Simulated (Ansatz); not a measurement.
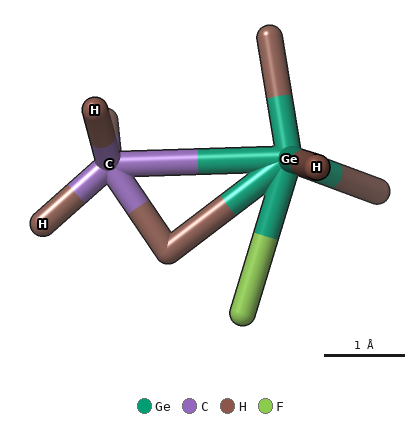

Figure 1. The input geometry (stick view, seen on its broad side). Sticks mark near contacts.

**Run report: CH7FGe, frequency calculation**

The run: frequency calculation of CH7FGe. Method and program: RKS LDA/def2-SVP (Ansatz 0.2.0).

It belongs to a series of runs on one base structure; here: vibrations at the highest image of the band.

### Input file
```yaml
crystal:
  periodic: [false, false, false]
  atoms:
    - { symbol: Ge, position_ang: [0.014296, -0.258038, -0.002467] }
    - { symbol: C, position_ang: [0.081657, -0.054075, 2.267208] }
    - { symbol: H, position_ang: [-1.006405, 0.031417, 2.449833] }
    - { symbol: H, position_ang: [0.529546, -0.565381, 3.155255] }
    - { symbol: H, position_ang: [0.548238, 0.949276, 2.216268] }
    - { symbol: H, position_ang: [1.340031, 0.225294, -0.617424] }
    - { symbol: H, position_ang: [-0.899595, 1.005282, 0.146515] }
    - { symbol: H, position_ang: [-0.826586, -1.240451, -0.848415] }
    - { symbol: F, position_ang: [0.899016, -1.907594, 0.775489] }
    - { symbol: H, position_ang: [0.566, -1.10563, 1.634938] }
basis:
  gaussian: { orbitals: def2-SVP }
hamiltonian:
  xc: lda
phonons: {}
```

Run on 2 threads of Intel Xeon (Sapphire Rapids), 32 GiB of memory available, shared host.

Command:
```bash
ansatz run input.yaml --threads 2 --pin off --max-ram 3072MiB --backend cpu --events-out ev --progress --plain --runs-dir out
```

### Log
```
Engine: ansatz 0.2.0, x86_64-unknown-linux-gnu
Functional definition: SPW92
  exchange = slater_x
  correlation = pw_c
1063 factors; their error is unknown
mean field evaluation 1: about -60251.9828 eV, gradient 6.0e1 eV
mean field evaluation 2: about -60237.1915 eV, gradient 9.4e1 eV
mean field evaluation 4: about -60259.3674 eV, gradient 8.4e0 eV
mean field evaluation 8: about -60259.5016 eV, gradient 1.4e-1 eV
mean field evaluation 16: about -60259.4467 eV, gradient 1.1e-4 eV
mean field -60259.44667652 eV, -2214.4938200421 hartree, gradient 2.2e-5 eV, S^2 0.000000; 0 other end points of the search recorded, 0 dependent functions left out
the calculation of the forces begins
reference -60259.44670849 eV, -2214.4938212170 hartree; 27, 27 occupied and 68, 68 virtual orbitals, 1063 factors
these checks for a lower state are left out or cut short: stability, starts, cluster_reference, orbital_swaps, neighbouring_geometries, increment
1063 factors; their error is unknown
mean field -60259.44657638 eV, -2214.4938163622 hartree, gradient 2.1e-6 eV, S^2 0.000000; 0 other end points of the search recorded, 0 dependent functions left out
[... from here on the field's lines of each further geometry are left out, up to the last ...]
the calculation of the forces begins
reference -60259.44669612 eV, -2214.4938207622 hartree; 27, 27 occupied and 68, 68 virtual orbitals, 1063 factors
these checks for a lower state are left out or cut short: stability, starts, cluster_reference, orbital_swaps, neighbouring_geometries, increment
1063 factors; their error is unknown
mean field -60259.44663802 eV, -2214.4938186274 hartree, gradient 8.4e-7 eV, S^2 0.000000; 0 other end points of the search recorded, 0 dependent functions left out
the calculation of the forces begins
reference -60259.44666999 eV, -2214.4938198022 hartree; 27, 27 occupied and 68, 68 virtual orbitals, 1063 factors
WARN: phonons: modes at or below zero, which the zero-point energy, F, S and C_V leave out: 1, the lowest at -799.37 cm⁻¹. A minimum has none, and a first-order saddle one
Total energy: -60259.44670849 eV, -2214.4938212170 hartree
Atom 0 at     0.014296    -0.258038    -0.002467 Å, force    -0.004883     0.003167     0.000349 eV/Å
Atom 1 at     0.081657    -0.054075     2.267208 Å, force    -0.001123    -0.001060    -0.001158 eV/Å
Atom 2 at    -1.006405     0.031417     2.449833 Å, force    -0.000436    -0.000387     0.000530 eV/Å
Atom 3 at     0.529546    -0.565381     3.155255 Å, force    -0.001493    -0.000694     0.000191 eV/Å
Atom 4 at     0.548238     0.949276     2.216268 Å, force     0.000687    -0.000674    -0.000116 eV/Å
Atom 5 at     1.340031     0.225294    -0.617424 Å, force     0.001313    -0.000729    -0.001716 eV/Å
Atom 6 at    -0.899595     1.005282     0.146515 Å, force     0.001478     0.000740    -0.001724 eV/Å
Atom 7 at    -0.826586    -1.240451    -0.848415 Å, force    -0.000420     0.000815     0.002913 eV/Å
Atom 8 at     0.899016    -1.907594     0.775489 Å, force     0.006706    -0.006886    -0.004477 eV/Å
Atom 9 at     0.566000    -1.105630     1.634938 Å, force    -0.001830     0.005708     0.005210 eV/Å
Dipole moment:    -0.113402     0.291575     0.206134 e Å
Vibrations: -799.37 75.45 268.21 318.80 437.42 516.14 595.84 618.32 741.70 768.41 872.97 927.69 979.59 1157.24 1184.91 1313.94 1339.14 1642.71 1993.71 2087.34 2131.16 2945.30 3065.90 3129.23 cm⁻¹, zero-point energy 1.804658 eV
```

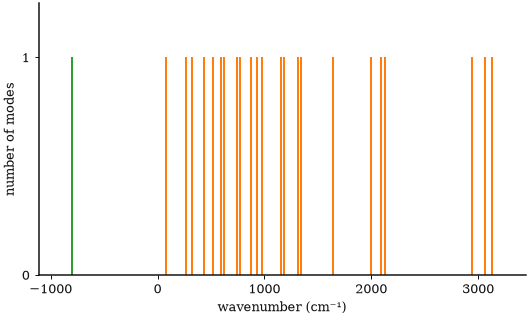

Figure 2. Harmonic vibrational wavenumbers from the force constants; neighbouring modes closer than 18 cm⁻¹ are counted in one stick, and imaginary ones are drawn at negative wavenumbers. 24 modes from 799i to 3129 cm⁻¹, 1 imaginary beyond 8i (799i cm⁻¹): a first-order saddle point, if the geometry is stationary.

### Results in brief

```csv
quantity,value
outcome,converged
total energy,−60259.4467 eV
mean-field energy,−60259.4467 eV
largest force (length of the vector),0.011 eV/Å
wall time,37 s (CPU time 69 s)
peak memory,0.14 GiB
```
